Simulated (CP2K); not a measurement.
Band structure of GaIr (Pm-3m, 2 atoms in the cell).

```yaml
crystal:
  lattice:
    - [3.02850, 0.00000, 0.00000]
    - [0.00000, 3.02850, 0.00000]
    - [0.00000, 0.00000, 3.02850]
  atoms:
    - { symbol: Ga, position: [0.00000, 0.00000, 0.00000] }
    - { symbol: Ir, position: [0.50000, 0.50000, 0.50000] }
```

Level of theory: PBEsol, GPW, DZVP-MOLOPT-SR-GTH basis, GTH-PBE potentials (GTH_POTENTIALS) in CP2K.

Settings: CUTOFF = 600 Ry; REL_CUTOFF = 50 Ry; SMEAR/METHOD = GAUSSIAN; SIGMA = 0.1 eV; KPOINTS/SCHEME = MONKHORST-PACK 9 9 9; XC_FUNCTIONAL = PBE:PBESOL; Ga/BASIS_SET = DZVP-MOLOPT-SR-GTH-q13; Ga/POTENTIAL = GTH-PBE-q13; Ir/BASIS_SET = DZVP-MOLOPT-SR-GTH-q17; Ir/POTENTIAL = GTH-PBE-q17; METHOD = GPW; EPS_DEFAULT = 1e-10; EXTRAPOLATION = USE_GUESS; NGRIDS = 5.

The starting cell comes from a database of computed structures (which also holds hypothetical and non-ambient phases and stackings), without a prior relaxation at this level. Spin-orbit coupling is off. Spin polarisation is off. Values carry the incompleteness of an atom-centred basis. The potentials were made for another functional than the one used.

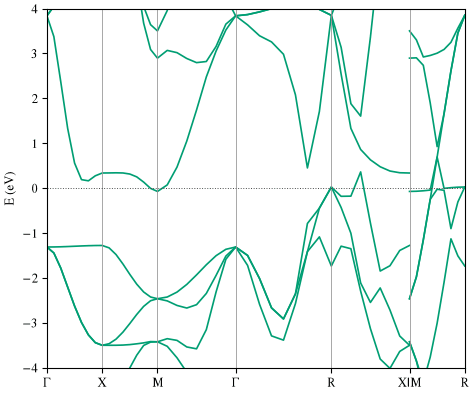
Figure. Bands along the path, energies from the Fermi level.

Levels in eV from the Fermi level, bands 12 to 17:
```json
[
 {"point": "Γ", "12": "-5.03", "13": "-1.31", "14": "-1.31", "15": "-1.31", "16": "3.84", "17": "3.84"},
 {"point": "X", "12": "-4.72", "13": "-3.50", "14": "-3.50", "15": "-1.28", "16": "0.34", "17": "10.30"},
 {"point": "M", "12": "-3.42", "13": "-3.42", "14": "-2.47", "15": "-2.47", "16": "-0.07", "17": "2.90"},
 {"point": "R", "12": "-6.56", "13": "-1.74", "14": "0.02", "15": "0.02", "16": "3.85", "17": "3.85"}
]
```

Bands cross the Fermi level along this path, so the cell is metallic at this level.

Higher empty bands are left out: an atom-centred basis made for the valence describes them poorly.
